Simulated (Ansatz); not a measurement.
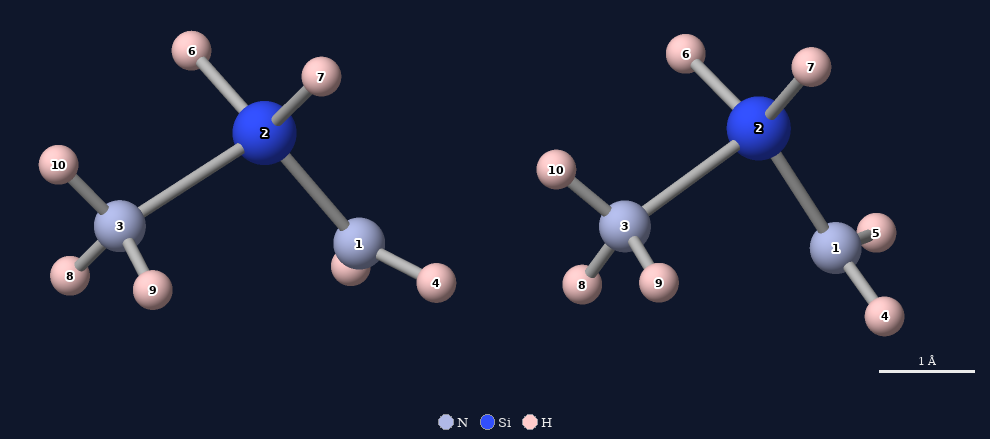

Two geometries of SiN$_{2}$H$_{7}$ (charge +1), drawn at one scale. One is the start of a relaxation, the other its converged end. A ball-and-stick model, seen from a free direction.

Level of theory: Ansatz 0.2.0, RKS r2SCAN/6-31G. Settings: no spin polarisation; force threshold 0.015 eV/Å; at most 40 steps.

> Which of the two is the end point?

The left one is the relaxed one. The run prepares an end point of a later path (torsion) calculation, from a guessed geometry. Over 8 accepted moves (9 points after the start) the energy falls by 6.10 kcal/mol. Largest force component: 1.3 eV/Å at the start, 0.013 eV/Å at the end. The line search rejected the trial step at point 4 of the run. The atom that moves furthest after the best rigid fit is H4 (0.61 Å). Largest moves by element: H 0.61 Å, N 0.20 Å, Si 0.05 Å. Near-neighbour distances that change, for instance: Si2–N3 1.946 → 1.997 Å, Si2–H6 1.448 → 1.485 Å, N1–Si2 1.697 → 1.720 Å, N3–H10 1.020 → 1.027 Å. Bond angles that change, for instance: N1–Si2–N3 99.2° → 107.5°, N1–Si2–H7 121.9° → 114.2°, H4–N1–H5 109.2° → 113.2°.

Limits of the set-up: the basis has no polarisation functions, which atoms past neon need.
